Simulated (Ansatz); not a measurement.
## ZrBr₂F₂: single-point calculation

ZrBr₂F₂, SMILES [F][Zr]([F])([Br])[Br], computed with RKS PBE0-D4/def2-QZVPP (Ansatz 0.2.0).

The geometry comes from this level: PBE0-D4/def2-TZVP.

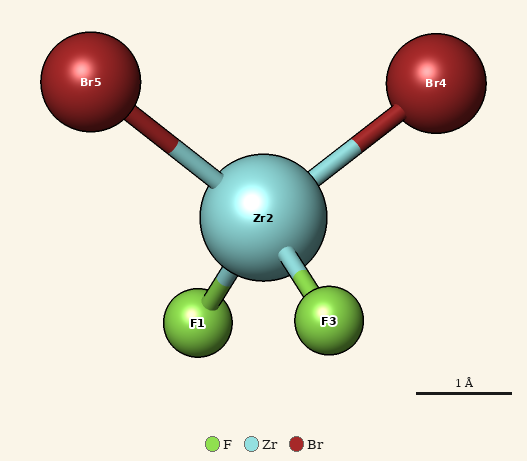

Fig. 1: The input geometry (ball-and-stick view, seen at an oblique angle; atoms are numbered from 1 in the order of the input). Sticks mark near contacts.

Key numbers

```tsv
quantity	value
outcome	converged
total energy	−146800.2125 eV
mean-field energy	−146800.0736 eV
dispersion energy	−0.1389 eV
SCF solution under orbital rotations	stable
HOMO	−9.03 eV
LUMO	−2.37 eV
hardware	4 threads of Intel Xeon @ 2.50GHz, 180 GiB of memory available, shared host
wall time	23 s (CPU time 70 s)
peak memory	1.7 GiB
```

Input file
```yaml
crystal:
  periodic: [false, false, false]
  atoms:
    - {symbol: F, position_ang: [0.180769, -0.617213, 1.846919]}
    - {symbol: Zr, position_ang: [0.090097, -0.103934, 0.041026]}
    - {symbol: F, position_ang: [1.353961, -1.099256, -0.931035]}
    - {symbol: Br, position_ang: [-2.186306, -0.570647, -0.839359]}
    - {symbol: Br, position_ang: [0.611479, 2.317449, -0.158951]}
basis:
  gaussian: {orbitals: "def2-QZVPP.json"}
hamiltonian: {xc: pbe0, dispersion: d4}
output: {orbitals: {seedname: orbitals}}
```

Launched with:
```bash
ansatz run in.yaml --threads 4 --pin off --events-out ev --progress --plain --max-ram 10444MiB
```

Output
```
Functional definition: PBE0
  name "PBE0"
  cite "Adamo & Barone, J. Chem. Phys. 110, 6158 (1999) doi:10.1063/1.478522"
  cite "Perdew, Burke & Ernzerhof, Phys. Rev. Lett. 77, 3865 (1996) doi:10.1103/PhysRevLett.77.3865"
  parent pbe
  parameter a = 0.25
  parameter kappa = 0.804
  parameter beta = 0.06672455060314922
  exchange = (1 - a)*pbe_x(kappa = kappa, mu = beta*pi^2/3) + a*exact_x
  correlation = pbe_c(beta = beta)
1910 factors; their error is unknown
mean field evaluation 1: about -146795.3109 eV, gradient 5.5e1 eV
mean field evaluation 2: about -146770.8107 eV, gradient 1.4e2 eV
mean field evaluation 4: about -146799.6213 eV, gradient 6.1e0 eV
mean field evaluation 8: about -146800.0735 eV, gradient 3.6e-1 eV
mean field evaluation 16: about -146800.0736 eV, gradient 6.1e-5 eV
mean field -146800.07357603 eV, -5394.8031992554 hartree, gradient 2.3e-5 eV, S^2 0.000000; 0 other end points of the search recorded, 0 dependent functions left out
reference -146800.07360946 eV, -5394.8032004839 hartree; 50, 50 occupied and 323, 323 virtual orbitals, 1910 factors
Total energy: -146800.21247242 eV, -5394.8083036035 hartree
```

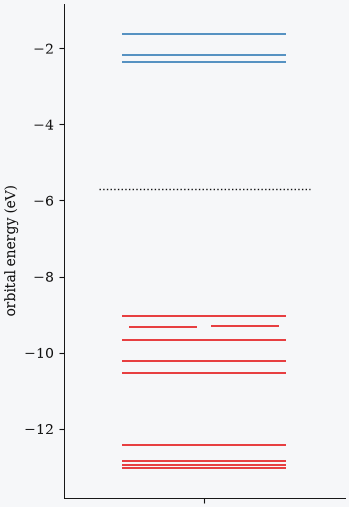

Fig. 2: Orbital energies near the frontier; the dotted line parts filled from empty levels, and levels within 0.02 eV of each other stand side by side. Highest filled −9.03 eV, lowest empty −2.37 eV, 6.66 eV apart.
